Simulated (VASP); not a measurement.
# A VASP study of TePt (r2SCAN + rVV10): structure first, properties next, part 6 of 6

What structure and properties does r2SCAN + rVV10 give TePt, and how near are they to the measured ones? The start is a cell from a database of measured crystal structures.

VASP 6.6.1; r2SCAN with rVV10; plane waves and PAW (Te, Pt).

Still holding for the runs below: The k-mesh is coarse for a metal.

So far. Step 10 (Volume scan with r2SCAN + rVV10 (run 3)): The run ends at a pressure of 2.76 GPa, with forces up to 0.25 eV/Å.

The database entry behind the starting cell differs from later determinations by our own check (c about 0.8 % long), so it need not match the best structure at ambient conditions.

## (11) Volume scan with r2SCAN + rVV10 (run 4)

INCAR reads:

```
SYSTEM = TePt
PREC = Accurate
ENCUT = 400
EDIFF = 1E-06
NELM = 100
ISMEAR = 0
SIGMA = 0.05
LREAL = .FALSE.
ALGO = Normal
METAGGA = R2SCAN
LUSE_VDW = .TRUE.
IVDW_NL = 2
BPARAM = 11.95
CPARAM = 0.0093
LASPH = .TRUE.
NBANDS = 22
LORBIT = 11
LWAVE = .FALSE.
LCHARG = .FALSE.
KPAR = 4
ISIF = 2
```

POSCAR reads:

```
TePt
1.0
   -3.9730888197      0.0000000000      0.0000000000
    1.9865444098     -3.4407958493      0.0000000000
    1.9865444098      1.1469319498      6.7537691630
Te Pt
2 2
Direct
    0.1943745804      0.0971872902      0.2915618707
    0.8056254196      0.9028127098      0.7084381293
    0.7394207909      0.3697103955      0.1091311864
    0.2605792091      0.6302896045      0.8908688136
```

KPOINTS reads:

```
Automatic mesh
0
Gamma
6 6 6
0 0 0
```

Potentials, in the order of the species: Te and Pt (PBE family, release 64).

Run with:

```console
$ mpirun -np 4 vasp_std
```

What it wrote:

```text
[... set-up lines as in an earlier step ...]
 entering main loop
       N       E                     dE             d eps       ncg     rms          rms(c)
Total rVV10 correction in eV:      0.7033702    43.2549020
Total rVV10 correction in eV:      0.7033702    43.2549020
Total rVV10 correction in eV:      0.7033702    43.2549020
Total rVV10 correction in eV:      0.7033702    43.2549020
[... 5 cycles as in an earlier step ...]
Total rVV10 correction in eV:      0.6803544    43.2549019
Total rVV10 correction in eV:      0.6803544    43.2549019
Total rVV10 correction in eV:      0.6803544    43.2549019
Total rVV10 correction in eV:      0.6803544    43.2549019
[... 1 cycle as in an earlier step ...]
Total rVV10 correction in eV:      0.6834880    43.2549019
Total rVV10 correction in eV:      0.6834880    43.2549019
Total rVV10 correction in eV:      0.6834880    43.2549019
Total rVV10 correction in eV:      0.6834880    43.2549019
[... 1 cycle as in an earlier step ...]
Total rVV10 correction in eV:      0.6817094    43.2549019
Total rVV10 correction in eV:      0.6817094    43.2549019
[...]
Total rVV10 correction in eV:      0.6820828    43.2549019
Total rVV10 correction in eV:      0.6820828    43.2549019
Total rVV10 correction in eV:      0.6820828    43.2549019
Total rVV10 correction in eV:      0.6820828    43.2549019
[... 1 cycle as in an earlier step ...]
Total rVV10 correction in eV:      0.6821170    43.2549019
Total rVV10 correction in eV:      0.6821170    43.2549019
Total rVV10 correction in eV:      0.6821170    43.2549019
Total rVV10 correction in eV:      0.6821170    43.2549019
[... 1 cycle as in an earlier step ...]
Total rVV10 correction in eV:      0.6821345    43.2549019
Total rVV10 correction in eV:      0.6821345    43.2549019
Total rVV10 correction in eV:      0.6821345    43.2549019
Total rVV10 correction in eV:      0.6821345    43.2549019
[... 1 cycle as in an earlier step ...]
Total rVV10 correction in eV:      0.6821609    43.2549019
Total rVV10 correction in eV:      0.6821609    43.2549019
Total rVV10 correction in eV:      0.6821609    43.2549019
Total rVV10 correction in eV:      0.6821609    43.2549019
Total rVV10 correction in eV:      0.6821540    43.2549019
Total rVV10 correction in eV:      0.6821540    43.2549019
Total rVV10 correction in eV:      0.6821540    43.2549019
Total rVV10 correction in eV:      0.6821540    43.2549019
   1 F= -.15469955E+03 E0= -.15469701E+03  d E =-.509124E-02
```

Elapsed: 84 s, on 4 MPI ranks of Intel Xeon Platinum 8375C at 2.90GHz (Ice Lake), shared host; peak memory 1.4 GiB.

OUTCAR, selected parts (step 11):

```text
[... 6 parts as in an earlier step ...]

[... 1 further part left out ...]
[key lines of the parts left out:]
E-fermi :   8.0169
```

The pressure falls from 2.76 to 0.03 GPa.

The run ends at a pressure of 0.03 GPa, with forces up to 0.0020 eV/Å.

## (12) Volume scan with r2SCAN + rVV10 (run 5)

INCAR is that of step 11.

POSCAR reads:

```
TePt
1.0
   -3.9994014330      0.0000000000      0.0000000000
    1.9997007165     -3.4635832409      0.0000000000
    1.9997007165      1.1545277470      6.7984974146
Te Pt
2 2
Direct
    0.1943745804      0.0971872902      0.2915618707
    0.8056254196      0.9028127098      0.7084381293
    0.7394207909      0.3697103955      0.1091311864
    0.2605792091      0.6302896045      0.8908688136
```

KPOINTS is that of step 11.

Run with:

```console
$ mpirun -np 4 vasp_std
```

What it wrote:

```text
[... set-up lines as in an earlier step ...]
 entering main loop
       N       E                     dE             d eps       ncg     rms          rms(c)
Total rVV10 correction in eV:      0.7160532    43.2549020
Total rVV10 correction in eV:      0.7160532    43.2549020
Total rVV10 correction in eV:      0.7160532    43.2549020
Total rVV10 correction in eV:      0.7160532    43.2549020
DAV:   1     0.417826248634E+01    0.41783E+01   -0.12467E+04  1408   0.107E+03
DAV:   2    -0.156899673077E+03   -0.16108E+03   -0.15043E+03  1720   0.219E+02
DAV:   3    -0.163260082351E+03   -0.63604E+01   -0.62601E+01  1678   0.436E+01
DAV:   4    -0.163344789989E+03   -0.84708E-01   -0.84626E-01  1696   0.571E+00
DAV:   5    -0.163346319057E+03   -0.15291E-02   -0.15287E-02  1734   0.718E-01    0.150E+01
Total rVV10 correction in eV:      0.6923778    43.2549022
Total rVV10 correction in eV:      0.6923778    43.2549022
Total rVV10 correction in eV:      0.6923778    43.2549022
Total rVV10 correction in eV:      0.6923778    43.2549022
[...]
Total rVV10 correction in eV:      0.6940565    43.2549022
DAV:  12    -0.154686235620E+03    0.83141E-04   -0.17782E-04  1570   0.118E-01    0.199E-02
Total rVV10 correction in eV:      0.6940826    43.2549022
Total rVV10 correction in eV:      0.6940826    43.2549022
Total rVV10 correction in eV:      0.6940826    43.2549022
Total rVV10 correction in eV:      0.6940826    43.2549022
DAV:  13    -0.154686239206E+03   -0.35855E-05   -0.17856E-05  1654   0.238E-02    0.182E-02
Total rVV10 correction in eV:      0.6940939    43.2549022
Total rVV10 correction in eV:      0.6940939    43.2549022
Total rVV10 correction in eV:      0.6940939    43.2549022
Total rVV10 correction in eV:      0.6940939    43.2549022
DAV:  14    -0.154686239781E+03   -0.57495E-06   -0.37929E-07   950   0.424E-03
Total rVV10 correction in eV:      0.6941239    43.2549022
Total rVV10 correction in eV:      0.6941239    43.2549022
Total rVV10 correction in eV:      0.6941239    43.2549022
Total rVV10 correction in eV:      0.6941239    43.2549022
Total rVV10 correction in eV:      0.6941172    43.2549022
Total rVV10 correction in eV:      0.6941172    43.2549022
Total rVV10 correction in eV:      0.6941172    43.2549022
Total rVV10 correction in eV:      0.6941172    43.2549022
   1 F= -.15468624E+03 E0= -.15468351E+03  d E =-.545036E-02
```

Run time: 82 s. Hardware: 4 MPI ranks; peak memory 1.4 GiB; 5.4 min of CPU time.

Parts of OUTCAR (step 12):

```text
  Total       -1.5460541     -1.5460541     -1.1392054      0.0000000     -0.0000000      0.0000000
  in kB      -26.3027833    -26.3027833    -19.3811276      0.0000000     -0.0000000      0.0000000
  external PRESSURE =     -23.9955647 kB  Pullay stress =       0.0000000 kB

 POSITION                                       TOTAL-FORCE (eV/Angst)
 -----------------------------------------------------------------------------------
      0.00000      0.00000      1.98218         0.000000     -0.000000     -0.228093
     -0.00000     -2.30906      4.81631        -0.000000      0.000000      0.228093
     -1.99970     -1.15453      0.74193        -0.000000      0.000000      0.003045
      1.99970     -1.15453      6.05657        -0.000000     -0.000000     -0.003045
 -----------------------------------------------------------------------------------
    total drift:                               -0.000000      0.000000     -0.000000

  FREE ENERGIE OF THE ION-ELECTRON SYSTEM (eV)
  ---------------------------------------------------
  free  energy   TOTEN  =      -154.6862397808 eV

  energy  without entropy=     -154.6807894232  energy(sigma->0) =     -154.68351460

[... 1 part as in an earlier step ...]

[... 2 further parts left out ...]
[key lines of the parts left out:]
E-fermi :   7.7260
```

The pressure falls from 0.03 to -2.40 GPa.

The run ends at a pressure of -2.40 GPa, with forces up to 0.23 eV/Å.

## (13) Volume scan with r2SCAN + rVV10 (run 6)

INCAR is that of step 12.

POSCAR reads:

```
TePt
1.0
   -4.0253722999      0.0000000000      0.0000000000
    2.0126861499     -3.4860746713      0.0000000000
    2.0126861499      1.1620248905      6.8426447387
Te Pt
2 2
Direct
    0.1943745804      0.0971872902      0.2915618707
    0.8056254196      0.9028127098      0.7084381293
    0.7394207909      0.3697103955      0.1091311864
    0.2605792091      0.6302896045      0.8908688136
```

KPOINTS is that of step 12.

Run with:

```console
$ mpirun -np 4 vasp_std
```

What it wrote:

```text
[... set-up lines as in an earlier step ...]
 entering main loop
       N       E                     dE             d eps       ncg     rms          rms(c)
Total rVV10 correction in eV:      0.7285606    43.2549020
Total rVV10 correction in eV:      0.7285606    43.2549020
Total rVV10 correction in eV:      0.7285606    43.2549020
Total rVV10 correction in eV:      0.7285606    43.2549020
DAV:   1     0.303513580635E+01    0.30351E+01   -0.12444E+04  1408   0.107E+03
DAV:   2    -0.156854915016E+03   -0.15989E+03   -0.14942E+03  1702   0.217E+02
DAV:   3    -0.163300803418E+03   -0.64459E+01   -0.63462E+01  1744   0.439E+01
DAV:   4    -0.163385378623E+03   -0.84575E-01   -0.84530E-01  1678   0.569E+00
DAV:   5    -0.163386924161E+03   -0.15455E-02   -0.15449E-02  1720   0.727E-01    0.144E+01
Total rVV10 correction in eV:      0.7042463    43.2549024
Total rVV10 correction in eV:      0.7042463    43.2549024
Total rVV10 correction in eV:      0.7042463    43.2549024
Total rVV10 correction in eV:      0.7042463    43.2549024
[...]
Total rVV10 correction in eV:      0.7058665    43.2549024
DAV:  12    -0.154646560964E+03    0.69222E-04   -0.14438E-04  1570   0.104E-01    0.165E-02
Total rVV10 correction in eV:      0.7058841    43.2549024
Total rVV10 correction in eV:      0.7058841    43.2549024
Total rVV10 correction in eV:      0.7058841    43.2549024
Total rVV10 correction in eV:      0.7058841    43.2549024
DAV:  13    -0.154646563157E+03   -0.21929E-05   -0.15652E-05  1660   0.227E-02    0.152E-02
Total rVV10 correction in eV:      0.7058924    43.2549024
Total rVV10 correction in eV:      0.7058924    43.2549024
Total rVV10 correction in eV:      0.7058924    43.2549024
Total rVV10 correction in eV:      0.7058924    43.2549024
DAV:  14    -0.154646563546E+03   -0.38918E-06   -0.35880E-07   932   0.425E-03
Total rVV10 correction in eV:      0.7059221    43.2549024
Total rVV10 correction in eV:      0.7059221    43.2549024
Total rVV10 correction in eV:      0.7059221    43.2549024
Total rVV10 correction in eV:      0.7059221    43.2549024
Total rVV10 correction in eV:      0.7059184    43.2549024
Total rVV10 correction in eV:      0.7059184    43.2549024
Total rVV10 correction in eV:      0.7059184    43.2549024
Total rVV10 correction in eV:      0.7059184    43.2549024
   1 F= -.15464656E+03 E0= -.15464363E+03  d E =-.587441E-02
```

The job ended after 91 s (4 MPI ranks; peak memory 1.4 GiB; 6 min of CPU time).

From OUTCAR (step 13):

```text
  Total       -2.9838351     -2.9838351     -2.2039516     -0.0000000     -0.0000000      0.0000000
  in kB      -49.7873103    -49.7873103    -36.7744264     -0.0000000     -0.0000000      0.0000000
  external PRESSURE =     -45.4496823 kB  Pullay stress =       0.0000000 kB

 POSITION                                       TOTAL-FORCE (eV/Angst)
 -----------------------------------------------------------------------------------
      0.00000      0.00000      1.99505         0.000000     -0.000000     -0.437084
     -0.00000     -2.32405      4.84759        -0.000000      0.000000      0.437084
     -2.01269     -1.16202      0.74675        -0.000000      0.000000      0.005808
      2.01269     -1.16202      6.09590         0.000000     -0.000000     -0.005808
 -----------------------------------------------------------------------------------
    total drift:                               -0.000000      0.000000     -0.000000

  FREE ENERGIE OF THE ION-ELECTRON SYSTEM (eV)
  ---------------------------------------------------
  free  energy   TOTEN  =      -154.6465635459 eV

  energy  without entropy=     -154.6406891325  energy(sigma->0) =     -154.64362634

[... 1 part as in an earlier step ...]

[... 2 further parts left out ...]
[key lines of the parts left out:]
E-fermi :   7.4461
```

The pressure falls from -2.40 to -4.54 GPa.

The run ends at a pressure of -4.54 GPa, with forces up to 0.44 eV/Å.

## (14) Volume scan with r2SCAN + rVV10 (run 7)

A prediction first. A parabola through the 6 pressures of evenly scaled cells so far, P = 0.01 -129.6 t +350 t² GPa with t = ln(V/V₁) and V₁ the volume at scale 1, gives -6.35 GPa at t = +0.0583.

INCAR is that of step 13.

POSCAR reads:

```
TePt
1.0
   -4.0510123052      0.0000000000      0.0000000000
    2.0255061525     -3.5082795673      0.0000000000
    2.0255061525      1.1694265225      6.8862296383
Te Pt
2 2
Direct
    0.1943745804      0.0971872902      0.2915618707
    0.8056254196      0.9028127098      0.7084381293
    0.7394207909      0.3697103955      0.1091311864
    0.2605792091      0.6302896045      0.8908688136
```

KPOINTS is that of step 13.

Run with:

```console
$ mpirun -np 4 vasp_std
```

What it wrote:

```text
[... set-up lines as in an earlier step ...]
 entering main loop
       N       E                     dE             d eps       ncg     rms          rms(c)
Total rVV10 correction in eV:      0.7408935    43.2549020
Total rVV10 correction in eV:      0.7408935    43.2549020
Total rVV10 correction in eV:      0.7408935    43.2549020
Total rVV10 correction in eV:      0.7408935    43.2549020
DAV:   1     0.179454786263E+01    0.17945E+01   -0.12370E+04  1408   0.106E+03
DAV:   2    -0.156900513469E+03   -0.15870E+03   -0.14846E+03  1726   0.215E+02
DAV:   3    -0.163312743641E+03   -0.64122E+01   -0.62833E+01  1726   0.437E+01
DAV:   4    -0.163399437672E+03   -0.86694E-01   -0.86662E-01  1668   0.571E+00
DAV:   5    -0.163400898817E+03   -0.14611E-02   -0.14609E-02  1750   0.698E-01    0.138E+01
Total rVV10 correction in eV:      0.7159603    43.2549025
Total rVV10 correction in eV:      0.7159603    43.2549025
Total rVV10 correction in eV:      0.7159603    43.2549025
Total rVV10 correction in eV:      0.7159603    43.2549025
[...]
Total rVV10 correction in eV:      0.7175113    43.2549025
DAV:  12    -0.154583685748E+03    0.56540E-04   -0.11865E-04  1558   0.918E-02    0.134E-02
Total rVV10 correction in eV:      0.7175219    43.2549025
Total rVV10 correction in eV:      0.7175219    43.2549025
Total rVV10 correction in eV:      0.7175219    43.2549025
Total rVV10 correction in eV:      0.7175219    43.2549025
DAV:  13    -0.154583686766E+03   -0.10176E-05   -0.13783E-05  1630   0.218E-02    0.126E-02
Total rVV10 correction in eV:      0.7175304    43.2549025
Total rVV10 correction in eV:      0.7175304    43.2549025
Total rVV10 correction in eV:      0.7175304    43.2549025
Total rVV10 correction in eV:      0.7175304    43.2549025
DAV:  14    -0.154583687133E+03   -0.36739E-06   -0.42012E-07   920   0.470E-03
Total rVV10 correction in eV:      0.7175562    43.2549025
Total rVV10 correction in eV:      0.7175562    43.2549025
Total rVV10 correction in eV:      0.7175562    43.2549025
Total rVV10 correction in eV:      0.7175562    43.2549025
Total rVV10 correction in eV:      0.7175528    43.2549025
Total rVV10 correction in eV:      0.7175528    43.2549025
Total rVV10 correction in eV:      0.7175528    43.2549025
Total rVV10 correction in eV:      0.7175528    43.2549025
   1 F= -.15458369E+03 E0= -.15458054E+03  d E =-.629608E-02
```

Run time: 1.7 min. Hardware: 4 MPI ranks; peak memory 1.4 GiB.

OUTCAR, selected parts (step 14):

```text
  Total       -4.3063696     -4.3063696     -3.1835046     -0.0000000     -0.0000000      0.0000000
  in kB      -70.4989470    -70.4989470    -52.1166876     -0.0000000     -0.0000000      0.0000000
  external PRESSURE =     -64.3715272 kB  Pullay stress =       0.0000000 kB

 POSITION                                       TOTAL-FORCE (eV/Angst)
 -----------------------------------------------------------------------------------
      0.00000      0.00000      2.00776         0.000000     -0.000000     -0.626472
     -0.00000     -2.33885      4.87847        -0.000000      0.000000      0.626472
     -2.02551     -1.16943      0.75150        -0.000000      0.000000      0.010356
      2.02551     -1.16943      6.13473         0.000000     -0.000000     -0.010356
 -----------------------------------------------------------------------------------
    total drift:                               -0.000000      0.000000     -0.000000

  FREE ENERGIE OF THE ION-ELECTRON SYSTEM (eV)
  ---------------------------------------------------
  free  energy   TOTEN  =      -154.5836871330 eV

  energy  without entropy=     -154.5773910542  energy(sigma->0) =     -154.58053909

[... 1 part as in an earlier step ...]

[... 2 further parts left out ...]
[key lines of the parts left out:]
E-fermi :   7.1765
```

The pressure falls from -4.54 to -6.44 GPa. The parabola predicted -6.35 GPa, +0.09 GPa off.

## (15) Side by side

Times are for 4 MPI ranks of Intel Xeon Platinum 8375C at 2.90GHz (Ice Lake), shared host. The runs compared:

```tsv
no.	volume scale	energy above the lowest point (meV/atom)	pressure (GPa)	time	memory (GiB)
1	0.94	38.64	9.384	86 s	1.4
2	0.96	16.6	5.862	88 s	1.4
3	0.98	4.09	2.762	91 s	1.4
4	1	0	0.02810	84 s	1.4
5	1.02	3.37	-2.400	82 s	1.4
6	1.04	13.35	-4.545	91 s	1.4
7	1.06	29.12	-6.437	1.7 min	1.4
```

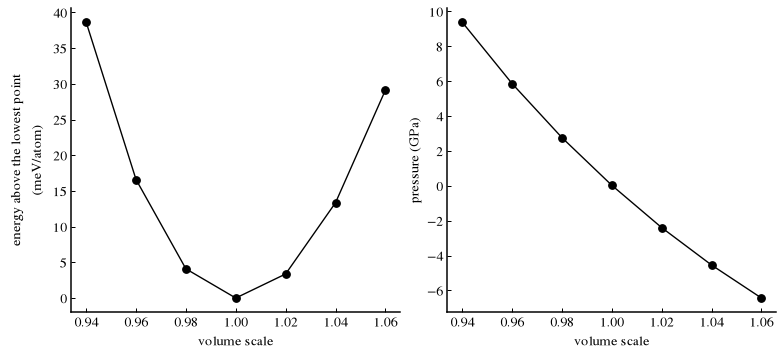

The series as plots.

## (16) Fit for r2SCAN + rVV10

This step: Birch-Murnaghan fit, r2SCAN with rVV10; plane waves and PAW (VASP 6.6.1).

Derived from the runs above.

This step gave:

* pressure derivative of the bulk modulus: 5.156
* r.m.s. error of the fit: 4.71e-6 eV/atom
* minimum inside the sampled range: yes
* bulk modulus: 128.8 GPa
* equilibrium volume of the fit: 23.09 Å³/atom

Table of energy above the fitted minimum by volume:

```tsv
volume (Å³/atom)	energy above the fitted minimum (eV/atom)
21.70	0.0386
22.16	0.0166
22.62	0.00408
23.08	-2.2e-6
23.54	0.00337
24.01	0.0133
24.47	0.0291
```

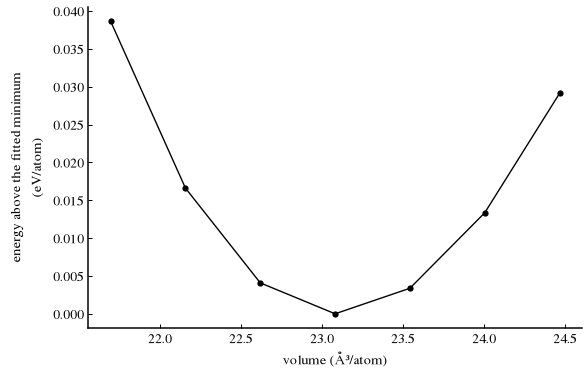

Energy above the fitted minimum against volume.

The fitted volume lies +0.05 % from the relaxed one. The atoms bear forces along the scan, since they were held; freeing them would lower the modulus.

## (17) Summary of results

| Item | Value |
| --- | --- |
| relaxed volume | 23.08 Å³/atom |
| relaxed conventional cell a, b, c | 3.973, 3.973, 20.261 Å; angles 90.0, 90.0, 120.0° |
| space group after relaxing, within 0.02 Å | R-3m (No. 166) |
| band gap | none, a metal |
| DOS at the Fermi level | 2.03 states/eV/cell |
| bulk modulus from the fit | 129 GPa |
| volume from the fit | 23.1 Å³/atom |

What this shows: With r2SCAN + rVV10, TePt relaxes to 23.08 Å³/atom in space group R-3m (held by the symmetry of the run), comes out as a metal and has a bulk modulus of 129 GPa at fixed shape and positions, an upper bound. Against the listed cell the volume lies +1.9 % (a +0.3 %, c +1.4 %). Bands along the symmetry lines (r2SCAN + rVV10): Of the bands kept, 4 cross the Fermi level on this path. Spin-orbit coupling is left out, and with elements this heavy it would split and shift bands near the Fermi level. The k-sampling is coarse for a metal, so the Fermi level, pressures and the shape of the cell carry errors. No search among competing phases was made, and a listed structure need not be the one stable at ambient conditions. All values are for a static lattice at zero temperature.

Calculation against experiment:

| quantity | measured | r2SCAN with rVV10 |
| --- | --- | --- |
| lattice constant a (Å) | 3.9612 | 3.973 (+0.3 %) |
| lattice constant c (Å) | 19.815 | 20.261 (+2.3 %) |

Measured values from arxiv:2203.06655 (2022).

How well it matches: The lattice constant a is off by +0.3 %: good agreement. The lattice constant c is off by +2.3 %: a clear miss. The grades are ours: good and fair within 0.7 and 1.5 % for the lattice constant a and 0.8 and 2 % for the lattice constant c. Zero-point motion and thermal expansion (measured at up to 200 K) are not in the computed lattice constants. As a rule both would widen the computed cell, so the excess over experiment is if anything larger than shown.

[Lines on the potential files, build, host, timing and source positions are cut from VASP's logs without a mark.]

[Logs are printed without paths, hosts, clocks, repeated set-up lines and the standing remarks that a program may print on its own settings, such as how far it seeks lower states.]

[Hosts, paths, dates, database ids (printed as entryN), source tags and the programs' standing remarks are cut or masked in the printed files.]

[A measured line is paired with the nearest computed mode of its activity, which favours agreement.]
